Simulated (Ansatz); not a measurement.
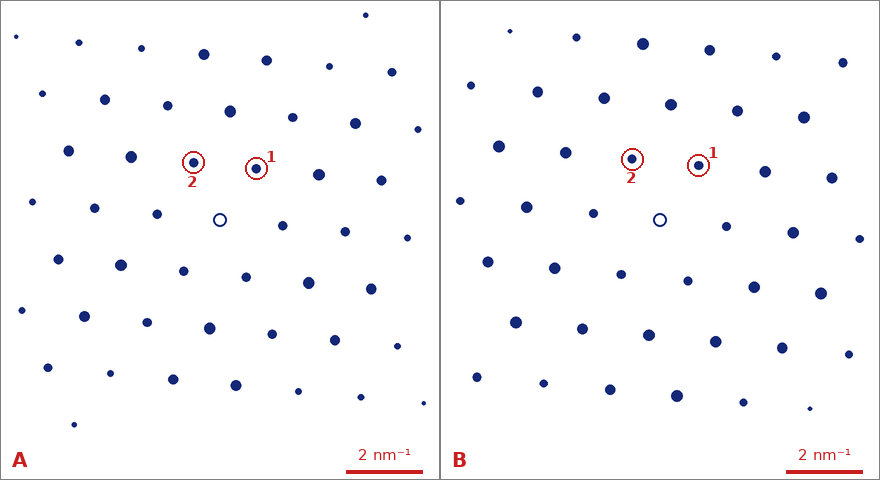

Kinematic electron diffraction patterns (300 kV, B = 0.5 Å², same scale) along [001] of the run's own cell, for the start and the end of one relaxation of CdP3 with DFT PBE, scalar-relativistic, plane waves, PAW in Ansatz 0.2.0. k mesh 6×6×8. The start is a generated model structure, and the relaxation ends in the nearest stationary point of its symmetry, not necessarily the ground state. Spot 1 is -1 1 0 and spot 2 is -1 0 0 in both.

Start structure:

```
Cd P
1.0
     6.50749    0.00000    0.00000
    -3.25374    5.63565    0.00000
     0.00000    0.00000    4.81730
Cd P
2 6
Direct
  0.33333 0.66667 0.25000
  0.66667 0.33333 0.75000
  0.95313 0.17648 0.25000
  0.77665 0.95313 0.75000
  0.82352 0.77665 0.25000
  0.04687 0.82352 0.75000
  0.22335 0.04687 0.25000
  0.17648 0.22335 0.75000
```

Question: Which pattern belongs to the start structure, and which to the relaxed one?

Answer: B is the start: its cell gives d(1) = 5.636 Å, d(2) = 5.636 Å and an angle of 60.0°. A is the relaxed structure, with d(1) = 5.997 Å (+6.4 %), d(2) = 5.997 Å (+6.4 %) and 60.0°.

Question: Name reflections whose intensity changes strongly on relaxation.

Answer: 0 2 0 goes from 80 to 37 % of the strongest spot.

Question: What did the relaxation do to the structure and the energy?

Answer: The volume changed by +20.2 % to 26.55 Å³ an atom; with the mean shift removed, the atoms moved by up to 0.13 Å relative to the cell (P most); the space group stayed P6_3/m (No. 176); the free energy fell by 34 meV an atom. Relaxed cell: a = 6.924 Å, b = 6.924 Å, c = 5.116 Å, α = 90.00°, β = 90.00°, γ = 120.00°.
